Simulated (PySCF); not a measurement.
# Si2H6O (disiloxane): B3LYP/cc-pVDZ

What is the energy change on altering one bond length of Si2H6O (disiloxane) at B3LYP/cc-pVDZ? Input form: a Python script.

Program for the calculation: PySCF 2.14.0.

1 further run of the same task is left out (set aside as unsound or not needed).

## 1. Starting point

Si2H6O: 9 atoms, total charge 0, spin state singlet. SMILES: `[SiH3]O[SiH3]`. The coordinates come from a PBE0-D4/def2-TZVP relaxation.

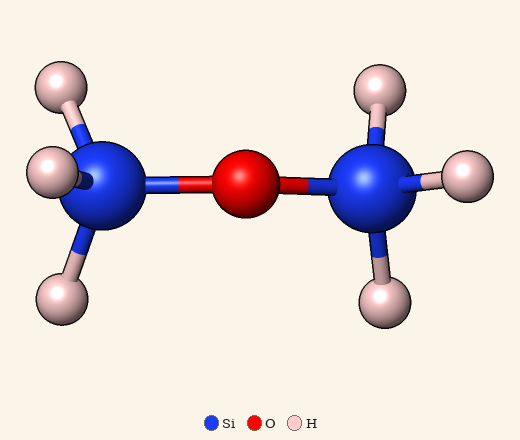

Viewed from a chosen angle; silicon blue, oxygen red, hydrogen pink.

## 2. A single-point energy at B3LYP/cc-pVDZ

The input, mol.xyz:

```xyz
9
H6OSi2
Si    -0.710290     1.052660    -0.919520
O      0.425550     0.090990    -0.245380
Si     0.775570    -1.038810     0.881750
H     -1.787270     0.226580    -1.525660
H     -0.060640     1.872420    -1.970220
H     -1.306170     1.942760     0.111330
H      2.224270    -1.343130     0.800010
H     -0.009310    -2.275600     0.628780
H      0.448290    -0.527870     2.238910
```

The input, calc.py:

```python
# [SiH3]O[SiH3]
from pyscf import gto, dft

mol = gto.M(
    atom='mol.xyz',
    basis='cc-pvdz',
    verbose=4,
    spin=0,
    max_memory=1860,
)

ks = dft.RKS(mol, xc='b3lyp')
ks.conv_tol = 1e-10
ks.grids.level = 5
ks.kernel()
if not ks.converged:
    ks = ks.newton().run(ks.mo_coeff, ks.mo_occ)

energy = ks.e_tot
print('E(%s) = %.9f' % ('B3LYP', energy))
```

Run with:

```console
$ OMP_NUM_THREADS=1 python calc.py
```

What it wrote:

```text
PySCF version 2.14.0

[INPUT] num. atoms = 9
[INPUT] num. electrons = 42
[INPUT] charge = 0
[INPUT] spin (= nelec alpha-beta = 2S) = 0
[INPUT] symmetry False subgroup None
[INPUT] Mole.unit = angstrom
[INPUT] Symbol           X                Y                Z      unit          X                Y                Z       unit  Magmom
[INPUT]  1 Si    -0.710290000000   1.052660000000  -0.919520000000 AA   -1.342253569017   1.989239102285  -1.737640966060 Bohr   0.0
[INPUT]  2 O      0.425550000000   0.090990000000  -0.245380000000 AA    0.804172952309   0.171946180074  -0.463700996446 Bohr   0.0
[INPUT]  3 Si     0.775570000000  -1.038810000000   0.881750000000 AA    1.465614890429  -1.963066395459   1.666266010335 Bohr   0.0
[INPUT]  4 H     -1.787270000000   0.226580000000  -1.525660000000 AA   -3.377450810651   0.428174145304  -2.883079559204 Bohr   0.0
[INPUT]  5 H     -0.060640000000   1.872420000000  -1.970220000000 AA   -0.114592992194   3.538360990158  -3.723176205141 Bohr   0.0
[INPUT]  6 H     -1.306170000000   1.942760000000   0.111330000000 AA   -2.468303572123   3.671284325760   0.210383209448 Bohr   0.0
[INPUT]  7 H      2.224270000000  -1.343130000000   0.800010000000 AA    4.203261127086  -2.538147849687   1.511799796913 Bohr   0.0
[INPUT]  8 H     -0.009310000000  -2.275600000000   0.628780000000 AA   -0.017593350220  -4.300260769060   1.188221992604 Bohr   0.0
[INPUT]  9 H      0.448290000000  -0.527870000000   2.238910000000 AA    0.847145324381  -0.997529729374   4.230926717550 Bohr   0.0

nuclear repulsion = 159.419028989977
number of shells = 33
number of NR pGTOs = 150
number of NR cGTOs = 80
basis = cc-pvdz
ecp = {}

******** <class 'pyscf.dft.rks.RKS'> ********
method = RKS
initial guess = minao
damping factor = 0
level_shift factor = 0
DIIS = <class 'pyscf.scf.diis.CDIIS'>
diis_start_cycle = 1
diis_space = 8
diis_damp = 0
SCF conv_tol = 1e-10
SCF conv_tol_grad = None
SCF max_cycles = 50
direct_scf = True
direct_scf_tol = 1e-13
XC library pyscf.dft.libxc version 7.0.0
    S. Lehtola, C. Steigemann, M. J.T. Oliveira, and M. A.L. Marques.,  SoftwareX 7, 1–5 (2018)
XC functionals = b3lyp
    P. J. Stephens, F. J. Devlin, C. F. Chabalowski, and M. J. Frisch.,  J. Phys. Chem. 98, 11623 (1994)
radial grids:
    Treutler-Ahlrichs [JCP 102, 346 (1995); DOI:10.1063/1.469408] (M4) radial grids

becke partition: Becke, JCP 88, 2547 (1988); DOI:10.1063/1.454033
pruning grids: <function nwchem_prune>
grids dens level: 5
symmetrized grids: False
atomic radii adjust function: <function treutler_atomic_radii_adjust>
small_rho_cutoff = 0
Set gradient conv threshold to 1e-05
Initial guess from minao.
tot grids = 271328
init E= -657.889639312757
  HOMO = -0.350972713341709  LUMO = -0.0509705496336776  gap/eV = 8.16347
cycle= 1 E= -657.795815182177  delta_E= 0.0938  |g|= 0.769  |ddm|= 2.22
  HOMO = -0.168606146140396  LUMO = 0.0215043710734246  gap/eV = 5.17317
cycle= 2 E= -657.482934080764  delta_E= 0.313  |g|= 1.46  |ddm|= 1.67
  HOMO = -0.310350794765966  LUMO = -0.00338030371986475  gap/eV = 8.35309
cycle= 3 E= -657.90327236281  delta_E= -0.42  |g|= 0.0637  |ddm|= 1.26
  HOMO = -0.302961183516072  LUMO = 0.00381812684129423  gap/eV = 8.34789
cycle= 4 E= -657.904401520617  delta_E= -0.00113  |g|= 0.017  |ddm|= 0.0983
  HOMO = -0.305743349124751  LUMO = 0.00148111047195076  gap/eV = 8.36000
cycle= 5 E= -657.90450801575  delta_E= -0.000106  |g|= 0.00137  |ddm|= 0.0237
  HOMO = -0.305487022104088  LUMO = 0.0017406355973475  gap/eV = 8.36009
cycle= 6 E= -657.904508700689  delta_E= -6.85e-07  |g|= 0.00026  |ddm|= 0.00203
  HOMO = -0.305520783987037  LUMO = 0.00171379147474227  gap/eV = 8.36028
cycle= 7 E= -657.904508724401  delta_E= -2.37e-08  |g|= 3.72e-05  |ddm|= 0.000315
  HOMO = -0.305523742493021  LUMO = 0.00170953745180036  gap/eV = 8.36024
cycle= 8 E= -657.904508724895  delta_E= -4.94e-10  |g|= 8.03e-06  |ddm|= 5.58e-05
  HOMO = -0.305524182228053  LUMO = 0.00170957301251917  gap/eV = 8.36026
cycle= 9 E= -657.904508724916  delta_E= -2.11e-11  |g|= 1.78e-06  |ddm|= 9.14e-06
  HOMO = -0.30552362173616  LUMO = 0.00170978213252182  gap/eV = 8.36025
Extra cycle  E= -657.904508724912  delta_E= 3.87e-12  |g|= 2.99e-06  |ddm|= 3.46e-06
converged SCF energy = -657.904508724912
E(B3LYP) = -657.904508725
```

Run time: 18 s. Hardware: 1 thread of AMD EPYC 7R43 (Zen 3), shared host; peak memory 0.4 GiB.

## 3. The distorted shape at the same level

The input, calc.py:

```python
from pyscf import gto, dft

molecule = gto.M(
    atom='''
Si      -0.880661       1.196907      -1.020638
O        0.425550       0.090990      -0.245380
Si       0.775570      -1.038810       0.881750
H       -1.957641       0.370827      -1.626778
H       -0.231011       2.016667      -2.071338
H       -1.476541       2.087007       0.010212
H        2.224270      -1.343130       0.800010
H       -0.009310      -2.275600       0.628780
H        0.448290      -0.527870       2.238910
''',
    basis='cc-pvdz',
    spin=0,
    verbose=3,
    max_memory=1860,
    charge=0,
)

calc0 = dft.RKS(molecule)
calc0.xc = 'b3lyp'
calc0.conv_tol = 1e-10
calc0.grids.level = 5
calc0.kernel()
if not calc0.converged:
    calc0 = calc0.newton().run(calc0.mo_coeff, calc0.mo_occ)

e_final = calc0.e_tot
print('E(%s) = %.9f' % ('B3LYP', e_final))
```

Run with:

```console
$ OMP_NUM_THREADS=1 python calc.py
```

What it wrote:

```text
converged SCF energy = -657.890273903136
E(B3LYP) = -657.890273903
```

Wall time 15 s (1 thread of AMD EPYC 7R43 (Zen 3), shared host); peak memory 0.41 GiB.

## 4. What came out

Level: B3LYP/cc-pVDZ.

| quantity | value |
| --- | --- |
| first shape: total energy | -657.90451 Eh |
| first shape: dipole moment | 0.35 D |
| first shape: HOMO energy | -8.31 eV |
| first shape: LUMO energy | 0.05 eV |
| first shape: HOMO–LUMO gap | 8.36 eV |
| distorted shape: total energy | -657.89027 Eh |
| distorted shape: dipole moment | 1.56 D |
| distorted shape: HOMO energy | -7.90 eV |
| distorted shape: LUMO energy | -0.57 eV |
| distorted shape: HOMO–LUMO gap | 7.33 eV |
| energy change with the Si1–O2 bond stretched from 1.634 to 1.879 Å | 0.387 eV |

In words: With the Si1–O2 bond stretched from 1.634 to 1.879 Å the energy rises by 0.39 eV (37.4 kJ/mol). The first shape isn't relaxed at this level, so the change isn't measured from a minimum. Mulliken charges (first shape) run from -0.47 on O2 to +0.50 on Si1; they depend strongly on the basis. Mulliken charges (distorted shape) run from -0.55 on O2 to +0.53 on Si1; they depend strongly on the basis.
